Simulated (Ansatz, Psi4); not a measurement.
# Exact exchange and the electronic atomisation energy of BF3

BF3: 4 atoms, total charge 0, spin state singlet. SMILES: `FB(F)F`. The shape is that of a PBE0-D4/def2-TZVP optimisation.

The electronic atomisation energy y, in eV, basis aug-cc-pVDZ; a is the functional's share of exact exchange. Programs: Ansatz 0.2.0, Psi4 1.11.

| functional | program | a | y (eV) |
| --- | --- | --- | --- |
| BLYP | Psi4 | 0 | 19.66 |
| revPBE | Psi4 | 0 | 19.31 |
| TPSSh | Psi4 | 0.1 | 19.30 |
| B3LYP | Psi4 | 0.2 | 19.46 |
| PBE0 | Psi4 | 0.25 | ? |
| r2SCAN0 | Ansatz | 0.25 | 19.24 |
| BHLYP | Psi4 | 0.5 | 18.60 |

Fit y = c + s·a to the known rows and predict PBE0.


1. Means of the 6 rows: a = 0.1750, y = 19.262.
2. Σ(Δa)² = 0.17875, Σ(Δa·Δy) = -0.29275, so the slope is -0.29275/0.17875 = -1.6378.
3. Intercept: 19.262 − (-1.6378) × 0.1750 = 19.549. The largest residual of the fit is 0.24.
4. PBE0: 19.549 + (-1.6378) × 0.25 = 19.14 eV.

The run gave 19.55 eV, so the prediction is off by -0.41 eV, more than the largest residual. The rows mix families of semi-local functionals, which the line can't see.

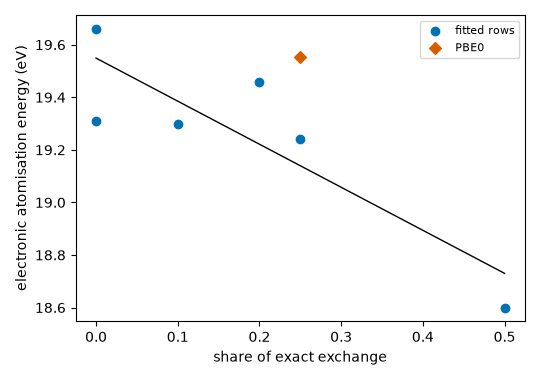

The fitted line, with the withheld row.
